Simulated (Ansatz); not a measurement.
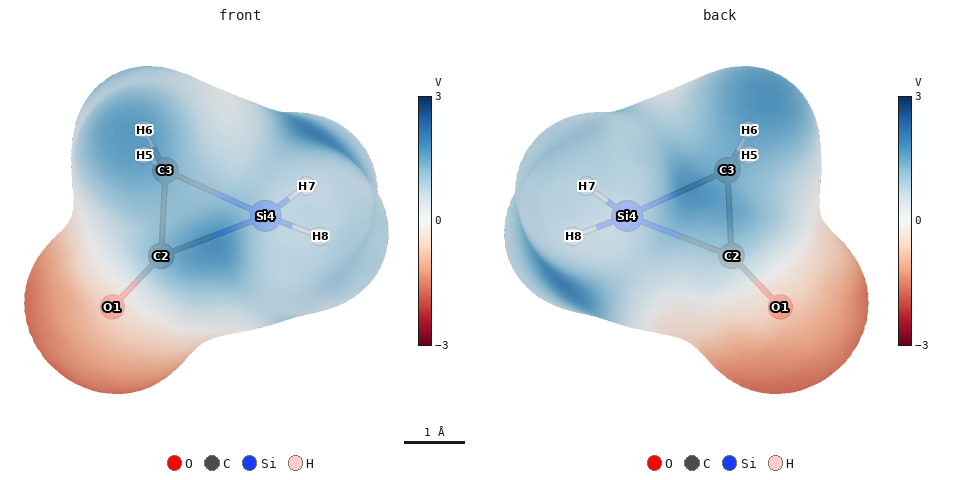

Figure. C₂H₄OSi (SMILES O=C1C[SiH2]1). The electrostatic potential painted on the density surface at 0.004 e/bohr³, seen from the front and from behind; the colour scale runs from red (negative) to blue (positive).

Geometry: PBE0-D4/def2-TZVP.

All numbers below come from RKS PBE0-D4/def2-TZVPP in Ansatz 0.2.0.

```
atom    x (Å)    y (Å)    z (Å)
   O  -0.3603   0.5723   2.1599
   C  -0.2426   0.2601   1.0173
   C   0.5816   0.6830  -0.1641
  Si  -0.4362  -0.8882  -0.4622
   H   1.6620   0.7284  -0.0340
   H   0.1870   1.5676  -0.6683
   H  -1.5509  -0.7809  -1.4312
   H   0.2514  -2.1996  -0.4732
```

Which sites attract a positive test charge, and which a negative one?

Answer. A positive charge is drawn to the negative regions and a negative charge to the positive ones. The most negative region (about −1.7 V) lies over O1, the most positive (about +2.2 V) over Si4. O1 is the likeliest acceptor of a hydrogen bond.
